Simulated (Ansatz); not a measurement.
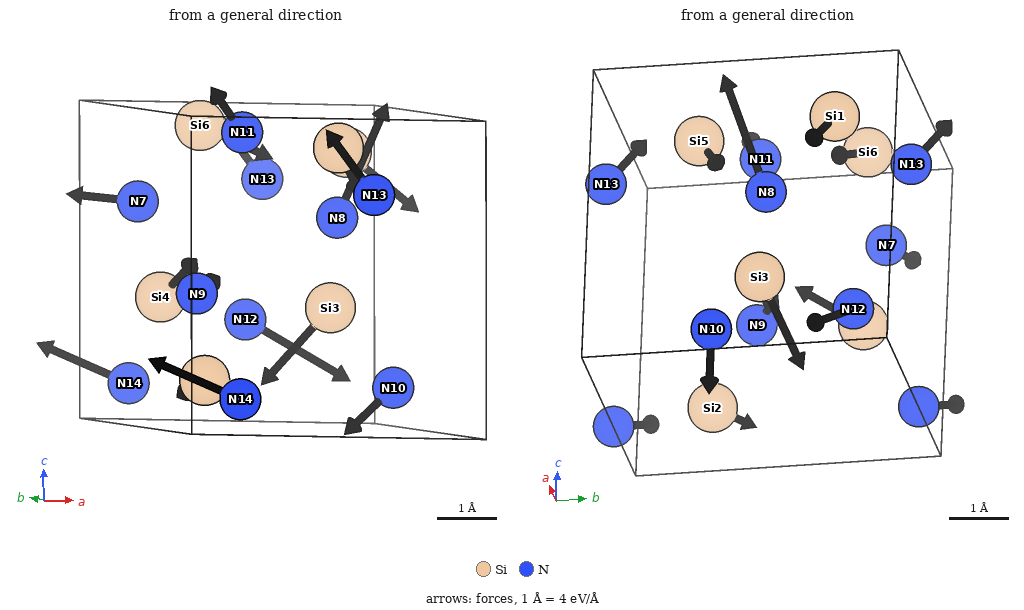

The image is a spheres-only drawing of a crystal, viewed from two general directions. The lines enclose the simulation cell; boundary atoms appear with their images. The arrows are the computed forces on the atoms.

System: Si$_{3}$N$_{4}$. All computed values are from DFT PBE, scalar-relativistic, plane waves, PAW in Ansatz 0.2.0. Settings: plane-wave cutoff 420 eV, 4×4×4 k-mesh, Fermi-Dirac smearing of 0.24 eV, no spin polarisation.

**Is the structure at rest?**

No. The atoms still feel forces of up to about 7.4 eV/Å, far above a usual threshold of 0.01 to 0.03 eV/Å.

The structure was taken from a structure type filled with these elements by a generator (whether the compound takes this form wasn't checked). Earlier steps of the study may have refined or changed the cell and positions. A calculation with Ansatz used it as input.
